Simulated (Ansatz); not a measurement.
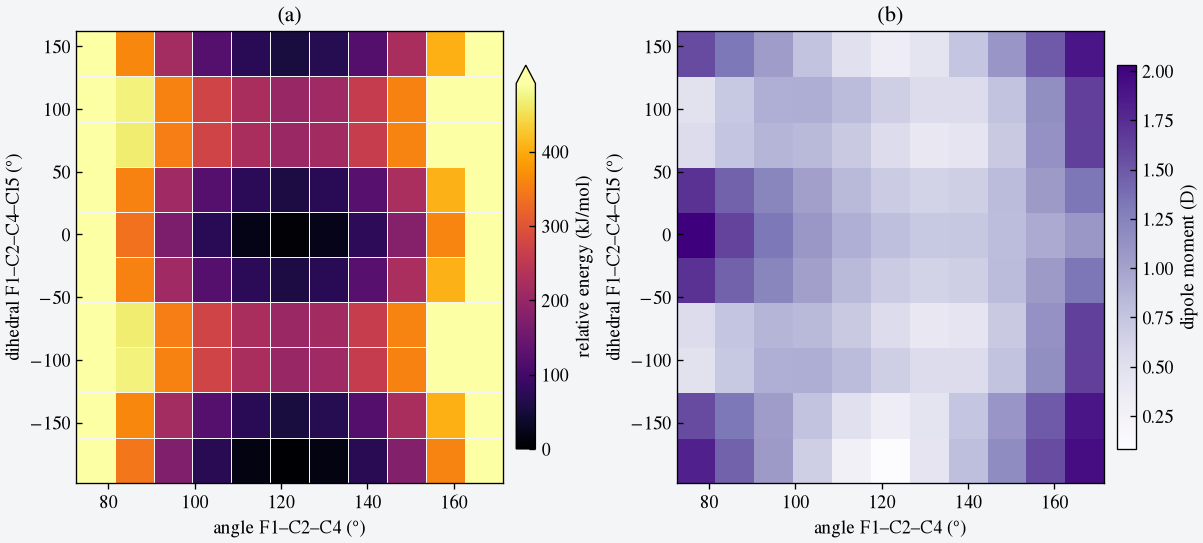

C2Cl2FI, SMILES FC(Cl)=C(Cl)I. First axis: angle F1–C2–C4. Second axis: dihedral F1–C2–C4–Cl5. Nothing is relaxed (all other coordinates rigid). The scan uses an 11 × 10 grid; 66 points were computed and 44 follow by symmetry. All energies are given in kJ/mol relative to the lowest grid point. The dihedral twists a double bond; near 90° a spin-restricted reference is unreliable. Method: Ansatz, RKS PBE0-D4/def2-SVP.

Panel (a) is the energy and panel (b) the computed dipole moment on the same grid.

The picture shows one coloured cell a grid point, one colour for all values above the top of the scale.

**How does the dipole moment vary over the map, and what is it at the lowest grid point?**

Leaving out the highest fifth of the energies, it runs from 0.08 D at angle F1–C2–C4 = 122°, dihedral F1–C2–C4–Cl5 = −180° to 1.63 D at angle F1–C2–C4 = 86°, dihedral F1–C2–C4–Cl5 = 0°. At the lowest grid point, angle F1–C2–C4 = 122°, dihedral F1–C2–C4–Cl5 = −180°, it is 0.08 D.
